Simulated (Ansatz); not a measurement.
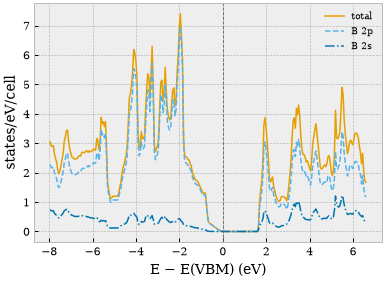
Fig. 1. Total and projected density of states of B (α-B12, R-3m), DFT-r²SCAN in the program Ansatz with PAW potentials

Problem. Which orbitals carry the states next to the gap?

Solution. Top 1 eV of the valence band: B 2p 96 %. Bottom 1 eV of the conduction band: B 2p 80 %, B 2s 17 %. Projections are on Löwdin-orthogonalised atomic valence shells; empty p or d shells of many metals are not among them.

Problem. Where is the tallest occupied peak in this window, and what makes it?

Solution. Near -2.0 eV, about 7.4 states/eV per cell; the largest projected share is B 2p.

The cell was relaxed with r²SCAN under the symmetry of its start.

Potentials: the earlier of the program's two PAW sets.
